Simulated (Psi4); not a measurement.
## Run report: AlNH$_{3}$O, single-point calculation

- system: AlNH$_{3}$O, multiplicity 2, SMILES [NH2][Al][OH]
- method: PBE/6-31G*, UKS (Psi4 1.11)

The geometry comes from this level: PBE0-D4/def2-TZVP.

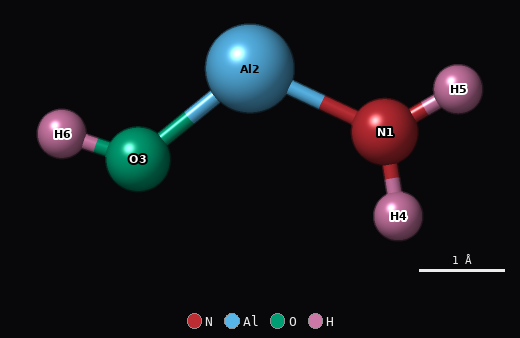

Figure 1. The input geometry (ball-and-stick view, seen on its broad side; atoms are numbered from 1 in the order of the input). Sticks mark near contacts. Bond lengths as drawn: Al–N 1.77 Å, Al–O 1.71 Å, H–N 1.01 Å and H–O 0.96 Å.

Results in brief:

| quantity | value |
| --- | --- |
| outcome | converged |
| total energy | −373.934195 hartree |
| basis functions | 52 |
| ⟨S²⟩ | 0.752 |
| dipole moment | 0.52 D |
| hardware | 1 thread of AMD EPYC (Zen 5), 64 GiB of memory available, shared host |
| wall time | 2 s |
| peak memory | 0.28 GiB |

Input (calc.in):
```
memory 1.6 GB

molecule {
  0 2
  N     -1.74591797     0.45391222    -1.43770364
  Al     1.12476499     1.13629232     0.13360364
  O      2.25652197    -1.16879561     2.08096641
  H     -2.71043418    -1.17843321    -1.24192801
  H     -2.63560103     1.62818803    -2.63956945
  H      3.79022369    -0.99229519     3.01751468
  units au
  symmetry c1
}

set {
  basis                6-31G*
  reference            uks
  puream               true
  scf_type             pk
  dft_radial_points    50
  dft_spherical_points 194
  maxiter              150
}

energy('pbe')
```

Run as:
```bash
psi4 -n 1 calc.in calc.out
```

Log:
```
Psi4 1.11 release

   => Loading Basis Set <=

    Name: 6-31G*
    Role: ORBITAL
    Keyword: BASIS

         ---------------------------------------------------------
                                   SCF
                              UKS Reference
                        1 Threads,   1525 MiB Core
         ---------------------------------------------------------

  ==> Geometry <==

    Molecular point group: c1
    Full point group: C1

    Geometry (in Bohr), charge = 0, multiplicity = 2:

       Center              X                  Y                   Z               Mass
    ------------   -----------------  -----------------  -----------------  -----------------
         N           -2.419626956401     0.157701880528    -1.702468689717    14.003074004430
         AL           0.451056003599     0.840081980528    -0.131161409717    26.981538530000
         O            1.582812983599    -1.465005949472     1.816201360283    15.994914619570
         H           -3.384143166401    -1.474643549472    -1.506693059717     1.007825032230
         H           -3.309310016401     1.331977690528    -2.904334499717     1.007825032230
         H            3.116514703599    -1.288505529472     2.752749630283     1.007825032230

  Running in c1 symmetry.

  Rotational constants: A =      1.20143  B =      0.21392  C =      0.18159 [cm^-1]
  Rotational constants: A =  36018.08456  B =   6413.10813  C =   5443.82225 [MHz]
  Nuclear repulsion =   93.731213377113235

  Charge       = 0
  Multiplicity = 2
  Electrons    = 31
  Nalpha       = 16
  Nbeta        = 15

  ==> Algorithm <==

  SCF Algorithm Type is PK.
  DIIS enabled.
  MOM disabled.
  Fractional occupation disabled.
  Guess Type is SAD.
  Energy threshold   = 1.00e-06
  Density threshold  = 1.00e-06
  Integral threshold = 1.00e-12

  ==> Primary Basis <==

  Basis Set: 6-31G*
    Blend: 6-31G*
    Number of shells: 26
    Number of basis functions: 52
    Number of Cartesian functions: 55
    Spherical Harmonics?: true
    Max angular momentum: 2

  ==> DFT Potential <==

   => LibXC <=

    Version 7.1.2

   => Composite Functional: PBE <=

    PBE GGA Exchange-Correlation Functional

    Deriv               =              1
    GGA                 =           TRUE
    Meta                =          FALSE

    Exchange Hybrid     =          FALSE
    MP2 Hybrid          =          FALSE

   => Exchange Functionals <=

    1.0000     XC_GGA_X_PBE

   => Correlation Functionals <=

    1.0000     XC_GGA_C_PBE

   => LibXC Density Thresholds  <==

    XC_GGA_C_PBE:  1.00E-12
    XC_GGA_X_PBE:  1.00E-15

   => Molecular Quadrature <=

    Radial Scheme          =       TREUTLER
    Pruning Scheme         =           NONE
    Nuclear Scheme         =       TREUTLER

    Blocking Scheme        =         OCTREE
    BS radius alpha        =              1
    Pruning alpha          =              1
    Radial Points          =             50
    Spherical Points       =            194
    Total Points           =          56882
    Total Blocks           =            486
    Max Points             =            256
    Max Functions          =             51
    Weights Tolerance      =       1.00E-15

  ==> Integral Setup <==

  Using in-core PK algorithm.
   Calculation information:
      Number of atoms:                   6
      Number of AO shells:              26
      Number of primitives:             69
      Number of atomic orbitals:        55
      Number of basis functions:        52

      Integral cutoff                 1.00e-12
      Number of threads:                 1

  Performing in-core PK
  Using 1900262 doubles for integral storage.
  We computed 58455 shell quartets total.
  Whereas there are 61776 unique shell quartets.

  ==> DiskJK: Disk-Based J/K Matrices <==

    J tasked:                  Yes
    K tasked:                   No
    wK tasked:                  No
    Memory [MiB]:             1069
    Schwarz Cutoff:          1E-12

  Cached 100.0% of DFT collocation blocks in 0.073 [GiB].

  Minimum eigenvalue in the overlap matrix is 2.4495410906E-02.
  Reciprocal condition number of the overlap matrix is 5.7489436130E-03.
    Using symmetric orthogonalization.

  ==> Pre-Iterations <==

  SCF Guess: Superposition of Atomic Densities via on-the-fly atomic UHF (no occupation information).

   -------------------------
    Irrep   Nso     Nmo
   -------------------------
     A         52      52
   -------------------------
    Total      52      52
   -------------------------

  ==> Iterations <==

                        Total Energy        Delta E     RMS |[F,P]|

   @UKS iter SAD:  -373.36128147693603   -3.73361e+02   0.00000e+00
   @UKS iter   1:  -373.32526850734411    3.60130e-02   2.29867e-02 DIIS/ADIIS
   @UKS iter   2:  -369.62426243014107    3.70101e+00   4.83167e-02 DIIS/ADIIS
   @UKS iter   3:  -373.87514034958394   -4.25088e+00   6.78042e-03 DIIS/ADIIS
   @UKS iter   4:  -373.87996070773301   -4.82036e-03   6.65742e-03 DIIS/ADIIS
   @UKS iter   5:  -373.93238880878903   -5.24281e-02   1.00440e-03 DIIS/ADIIS
   @UKS iter   6:  -373.93415060025563   -1.76179e-03   1.82736e-04 DIIS/ADIIS
   @UKS iter   7:  -373.93419381858831   -4.32183e-05   3.06582e-05 DIIS
   @UKS iter   8:  -373.93419534521382   -1.52663e-06   7.10817e-06 DIIS
   @UKS iter   9:  -373.93419543094524   -8.57314e-08   1.37415e-06 DIIS
   @UKS iter  10:  -373.93419543705204   -6.10680e-09   4.78765e-07 DIIS
  Energy and wave function converged.

  ==> Post-Iterations <==

   Electrons on quadrature grid:
      Nalpha   =   15.9999909309 ; deviation = -9.069e-06
      Nbeta    =   14.9999876913 ; deviation = -1.231e-05
      Ntotal   =   30.9999786223 ; deviation = -2.138e-05

   @Spin Contamination Metric:   2.214615131E-03
   @S^2 Expected:                7.500000000E-01
   @S^2 Observed:                7.522146151E-01
   @S   Expected:                5.000000000E-01
   @S   Observed:                5.000000000E-01

    Orbital Energies [Eh]
    ---------------------

    Alpha Occupied:

       1A    -55.369141     2A    -18.742844     3A    -13.960968
       4A     -3.919814     5A     -2.524808     6A     -2.523523
       7A     -2.519317     8A     -0.877039     9A     -0.743065
      10A     -0.442005    11A     -0.421406    12A     -0.356619
      13A     -0.288645    14A     -0.259324    15A     -0.204133
      16A     -0.162684

    Alpha Virtual:

      17A     -0.024259    18A      0.010081    19A      0.027718
      20A      0.099492    21A      0.127756    22A      0.142819
      23A      0.153118    24A      0.171235    25A      0.275297
      26A      0.294535    27A      0.429528    28A      0.460190
      29A      0.495822    30A      0.661558    31A      0.690245
      32A      0.722424    33A      0.839167    34A      0.856012
      35A      0.864401    36A      0.892497    37A      0.926889
      38A      0.980576    39A      0.997799    40A      1.127233
      41A      1.234039    42A      1.413015    43A      1.620356
      44A      1.689422    45A      1.797680    46A      1.813067
      47A      1.880609    48A      2.078541    49A      2.235170
      50A      2.321355    51A      2.388080    52A      2.426634

    Beta Occupied:

       1A    -55.367256     2A    -18.740453     3A    -13.959627
       4A     -3.916728     5A     -2.521937     6A     -2.518626
       7A     -2.516878     8A     -0.872145     9A     -0.741243
      10A     -0.439468    11A     -0.418792    12A     -0.349376
      13A     -0.277052    14A     -0.256337    15A     -0.202721

    Beta Virtual:

      16A     -0.104977    17A      0.004245    18A      0.025858
      19A      0.038036    20A      0.113518    21A      0.133143
      22A      0.154948    23A      0.178502    24A      0.191638
      25A      0.287146    26A      0.320678    27A      0.464613
      28A      0.498607    29A      0.513527    30A      0.671613
      31A      0.704723    32A      0.724874    33A      0.842014
      34A      0.860098    35A      0.869830    36A      0.900178
      37A      0.930269    38A      0.994166    39A      1.005892
      40A      1.131369    41A      1.237879    42A      1.417530
      43A      1.620810    44A      1.691429    45A      1.800946
      46A      1.819334    47A      1.887200    48A      2.080458
      49A      2.241340    50A      2.325313    51A      2.390972
      52A      2.435473

    Final Occupation by Irrep:
              A
    DOCC [    15 ]
    SOCC [     1 ]
    NA   [    16 ]
    NB   [    15 ]

  @UKS Final Energy:  -373.93419543705204

   => Energetics <=

    Nuclear Repulsion Energy =             93.7312133771132352
    One-Electron Energy =                -703.9665425549503652
    Two-Electron Energy =                 271.3652306673287740
    DFT Exchange-Correlation Energy =     -35.0640969265436695
    Empirical Dispersion Energy =           0.0000000000000000
    VV10 Nonlocal Energy =                  0.0000000000000000
    Total Energy =                       -373.9341954370520398

  UHF NO Occupations:
  HONO-2 :   14  A 1.9997702
  HONO-1 :   15  A 1.9991871
  HONO-0 :   16  A 1.0000000
  LUNO+0 :   17  A 0.0008129
  LUNO+1 :   18  A 0.0002298
  LUNO+2 :   19  A 0.0000445
  LUNO+3 :   20  A 0.0000053

Computation Completed

Properties will be evaluated at   0.000000,   0.000000,   0.000000 [a0]

Properties computed using the SCF density matrix

 Multipole Moments:

 ------------------------------------------------------------------------------------
     Multipole            Electronic (a.u.)      Nuclear  (a.u.)        Total (a.u.)
 ------------------------------------------------------------------------------------

 L = 1.  Multiply by 2.5417464519 to convert [e a0] to [Debye]
 Dipole X            :          1.9818011           -1.9880953           -0.0062942
 Dipole Y            :          1.3076993           -1.1262401            0.1814592
 Dipole Z            :          0.6532025           -0.7510462           -0.0978437
 Magnitude           :                                                    0.2062534

 ------------------------------------------------------------------------------------

	total time  =          1 seconds =       0.02 minutes

    Psi4 run time: 0:00:01.48
```
